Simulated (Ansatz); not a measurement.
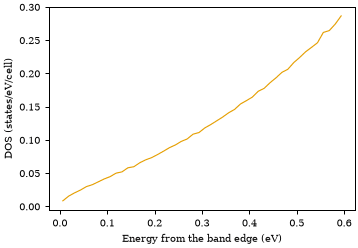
Density of states of CsPbCl3 (Pm-3m) above the conduction band minimum, r2SCAN with spin-orbit coupling, rigid bands in Ansatz (a first-principles code); cell volume 182.6 Å³.

Question: What effective density of states at 300 K does this give (∫ g(E) exp(−E/k_BT) dE, both spins, divided by the cell's size)?

Answer: 2.4e18 cm⁻³, a density-of-states mass of 0.21 mₑ, valleys and band degeneracy included.

Geometry: cell and atoms relaxed with r2SCAN.

CsPbCl3 (Pm-3m): a high-temperature phase held by its symmetry.
